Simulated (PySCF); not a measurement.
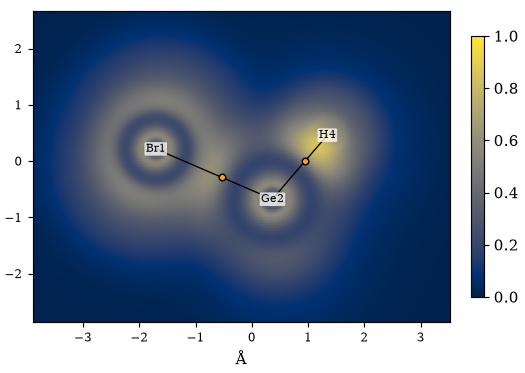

BrGeH3, SMILES `Br[GeH3]`. Localised orbital locator (LOL) in the plane of Br1, Ge2 and H4, with bond paths and bond critical points (dots).

Computed with PySCF, B3LYP/def2-SVPD, geometry: GFN2-xTB. No frequency check shows the geometry to be a minimum. GFN2-xTB bond lengths at metals and heavier atoms can be off by up to 0.1 Å and shapes distorted, which carries into these values.

Cartesian coordinates (Å):

```
Br1      1.1481    0.0000    0.0000
Ge2     -1.1100    0.0000    0.0000
H3      -1.5549   -1.3802   -0.3782
H4      -1.5549    0.3625    1.3844
H5      -1.5549    1.0176   -1.0062
```

**Rank the bonds in the plane by LOL at their critical points.**

Ge2–H4: about 0.52; Br1–Ge2: about 0.48. Values above 0.5 mark slow, localised electrons, as in shared pairs; low values at a critical point mark a polar or closed-shell contact whose critical point lies between the shells.

**Where along Ge2–H4 does the critical point lie?**

0.89 Å from Ge2 and 0.61 Å from H4.

Cost of the run: 9.1 s on 1 thread of Arm Neoverse V2 (shared host), peak memory 0.4 GiB.
